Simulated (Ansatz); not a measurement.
```xyz
5

V     0.0001   -0.0001    0.0140
O     0.0085   -0.0152    1.5459
F     1.6097    0.0091   -0.5288
F    -0.8125    1.3995   -0.5018
F    -0.8057   -1.3933   -0.5293
```

Geometry: PBE0-D4/def2-SVP; not at a stationary point (largest force 0.7 eV/Å).

All numbers below come from RKS PBE0-D4/def2-TZVP (Ansatz).

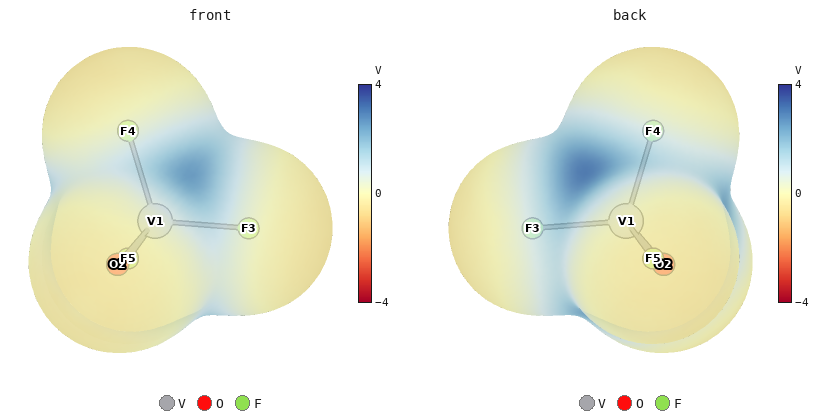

F3OV (VOF3). The electrostatic potential painted on the density surface at 0.002 e/bohr³, seen from the front and from behind; red is negative and blue positive.

Where is the surface potential most negative and most positive?

Answer. The most negative region (about −0.4 V) lies over O2, F3, F4 and F5, the most positive (about +2.9 V) over V1.
